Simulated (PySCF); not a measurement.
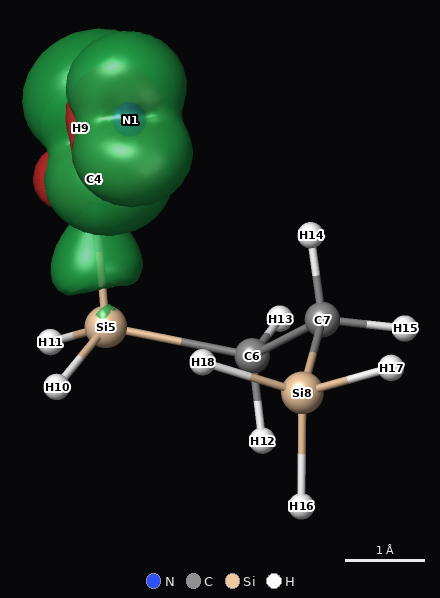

Figure 1: C₅H₁₀NSi₂ (doublet). Isosurfaces of the spin density at +0.03 (green) and −0.03 e/Å³ (red), seen at an oblique angle.

Geometry: GFN2-xTB.

All numbers below come from UKS B3LYP, pcH-1 on C H N Si, non-relativistic, mean-field spin-orbit, GIAO (PySCF 2.14.0, density-fitted response routines).

```yaml
atoms:
  - { symbol: N, position_ang: [2.3944, 2.2311, 1.9335] }
  - { symbol: C, position_ang: [2.3597, 1.3933, 1.1202] }
  - { symbol: C, position_ang: [2.4050, 0.4092, 0.2319] }
  - { symbol: C, position_ang: [2.0959, -0.3872, -0.7326] }
  - { symbol: Si, position_ang: [0.4455, -0.2549, -1.7122] }
  - { symbol: C, position_ang: [-0.8704, -1.1904, -0.7046] }
  - { symbol: C, position_ang: [-0.9954, -0.7725, 0.7630] }
  - { symbol: Si, position_ang: [-1.6728, 0.9846, 1.0567] }
  - { symbol: H, position_ang: [2.7480, -1.2003, -1.0251] }
  - { symbol: H, position_ang: [0.1215, 1.1566, -1.9089] }
  - { symbol: H, position_ang: [0.6946, -0.9333, -2.9906] }
  - { symbol: H, position_ang: [-1.8380, -1.0671, -1.1963] }
  - { symbol: H, position_ang: [-0.6441, -2.2610, -0.7493] }
  - { symbol: H, position_ang: [-0.0214, -0.8664, 1.2489] }
  - { symbol: H, position_ang: [-1.6527, -1.4853, 1.2690] }
  - { symbol: H, position_ang: [-2.8662, 1.1610, 0.2208] }
  - { symbol: H, position_ang: [-2.0405, 1.1023, 2.4672] }
  - { symbol: H, position_ang: [-0.6717, 1.9865, 0.6968] }
```

> Describe the spin distribution.

The unpaired spin (1 electron) lies mostly on C3 (about 0.5) and N1 (about 0.3), in electrons by Hirshfeld's partition.
